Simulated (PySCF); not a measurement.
Consider C4H8ClFSi2.

```xyz
16

F     1.2154   -1.9627    0.6370
Si    0.7492   -0.5552   -0.0556
Si    2.5866    0.6822   -0.6784
C    -0.7115   -0.9100   -1.1851
C    -1.8647   -0.5588   -0.6261
C    -1.8661   -0.0033    0.7639
C    -0.4345    0.2723    1.2232
Cl   -0.1181    2.0432    1.2090
H     2.1923    1.8527   -1.4614
H     3.3659    1.1368    0.4743
H     3.4690   -0.1336   -1.5179
H    -0.6684   -1.3208   -2.1806
H    -2.8247   -0.6721   -1.1111
H    -2.4762    0.9020    0.8086
H    -2.3349   -0.7343    1.4303
H    -0.2868   -0.0295    2.2585
```

Geometry: GFN2-xTB.

Method: PySCF 2.14.0, CAM-B3LYP/def2-SVPD, SCF density, gas phase.

Question: What can the converged electron density and electron localisation function tell about the bonding?

Answer: C–C (1.33 Å): ρ at the midpoint is about 2.3 e/Å³; the ELF peaks at about 0.95 between the atoms (a short, multiple covalent bond).
C–Si (1.88 Å): ρ at the midpoint is about 0.96 e/Å³; the ELF peaks at about 0.95 between the atoms, as expected for a shared electron pair.
C–H (1.08 Å): ρ at the midpoint is about 2 e/Å³; the ELF climbs to about 1 towards the hydrogen, as it does in any bond to H; an ordinary covalent bond to hydrogen.

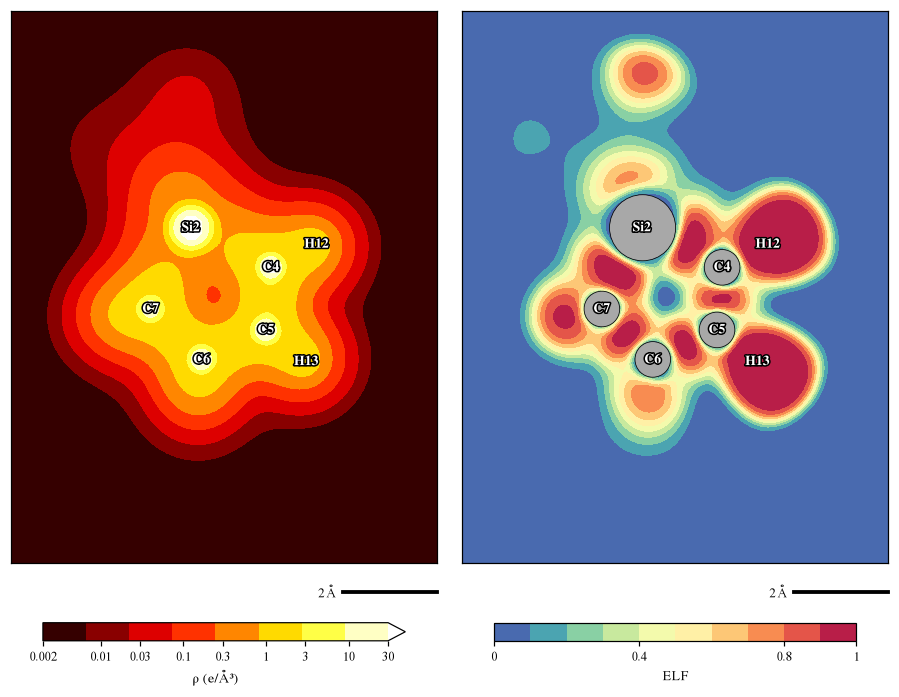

Computed electron density and electron localisation function on the plane of atoms Si2, C4 and C5, in this order. Grey discs cover the atomic cores in the ELF map. 
